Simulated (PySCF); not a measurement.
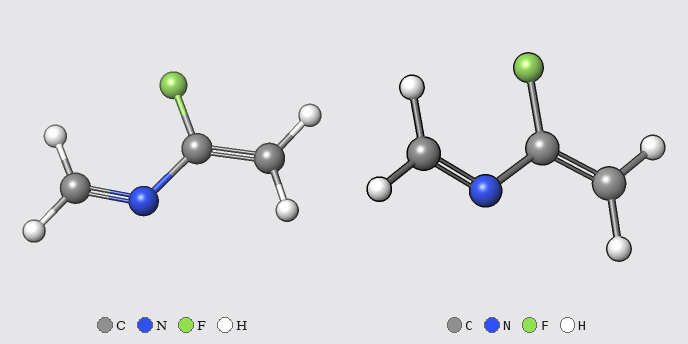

Both panels show the same species.

Computed geometry: PBE0-D3(BJ)/def2-SVP optimisation. No frequency run is at hand to confirm it as a minimum.

Which formula does it have?

Answer. C3H4FN, 9 atoms: 3 carbon, 4 hydrogen, 1 fluorine and 1 nitrogen.

Count the bonded pairs by element.

Answer. 4 C–H, 2 C–N, 1 C–C, 1 C–F.

More results for the same structure follow; atom numbers are the same in all pictures, views and colours differ.

## Geometry

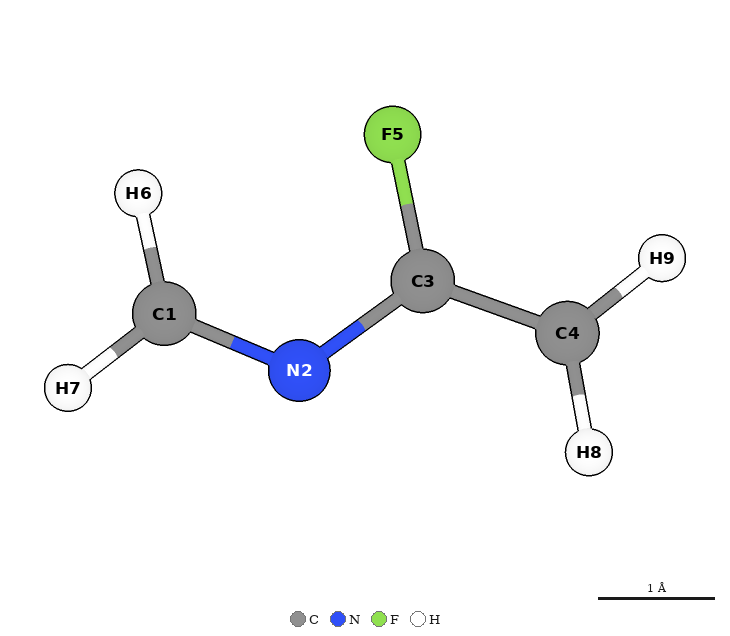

The atoms are numbered. No frequency run is at hand to confirm it as a minimum.

Which atoms are bonded, and how long are the bonds?

| bond | length (Å) | order |
| --- | --- | --- |
| C1–N2 | 1.272 | double |
| C1–H6 | 1.102 | single |
| C1–H7 | 1.097 | single |
| N2–C3 | 1.376 | single |
| C3–C4 | 1.335 | double |
| C3–F5 | 1.343 | single |
| C4–H8 | 1.089 | single |
| C4–H9 | 1.090 | single |

## NMR shielding

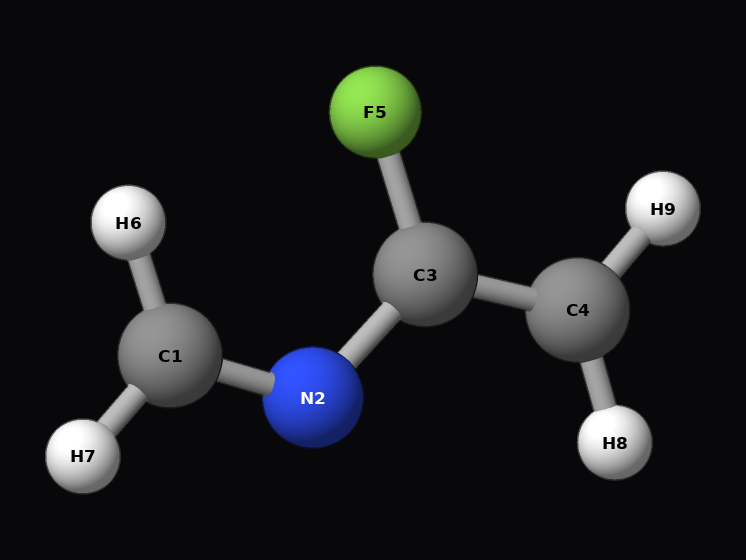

No frequency run is at hand to confirm it as a minimum. Properties computed with GIAO PBE0/pcSseg-1 NMR shielding, non-relativistic, gas phase (PySCF 2.14.0). Principal shieldings σ11 ≤ σ22 ≤ σ33, span Ω = σ33 − σ11, skew κ = 3(σiso − σ22)/Ω.

Which C atom has the most anisotropic shielding?

Answer. C1, with a span of 208 ppm.

Give the shielding tensors of the C atoms.

```csv
atom,σ11,σ22,σ33,σiso,Ω,κ
C1,−66.9,13.0,141.4,29.2,208.3,0.23
C3,−90.6,66.2,70.7,15.4,161.2,−0.94
C4,2.9,87.3,154.7,81.6,151.8,−0.11
```

Shieldings and span in ppm.

## Quadrupole coupling

No frequency run is at hand to confirm it as a minimum. Electric field gradients from the ground-state density, B3LYP/pcJ-1 (PySCF 2.14.0), non-relativistic apart from any core potentials.

Give the largest field-gradient component, the quadrupole coupling constant and the asymmetry for 14N at N2 (Q = 20.44 mb).

```tsv
atom	V_zz (a.u.)	e²qQ/h (MHz)	η
N2	−1.137	−5.46	0.34
```

## Dipole moment

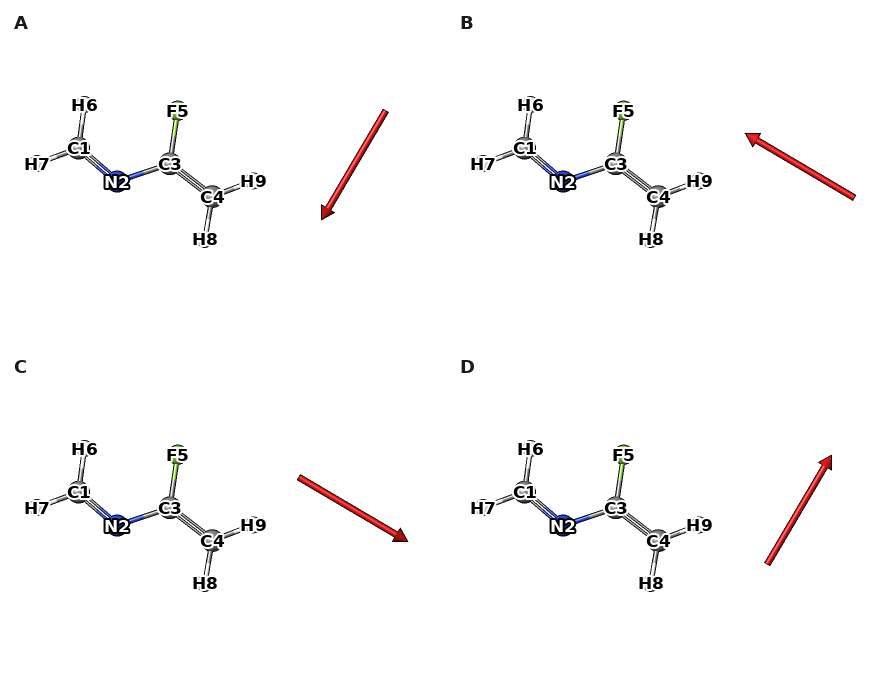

The same molecule four times, each with an arrow. No frequency run is at hand to confirm it as a minimum. Method: mPW1PW91/pcSseg-2, gas phase (PySCF 2.14.0).

Which arrow points along the dipole moment, from the negative to the positive end?

Answer. B. The dipole moment is 0.62 D; it points from the side of H9 to the side of H7 (the outermost atoms at the two ends).
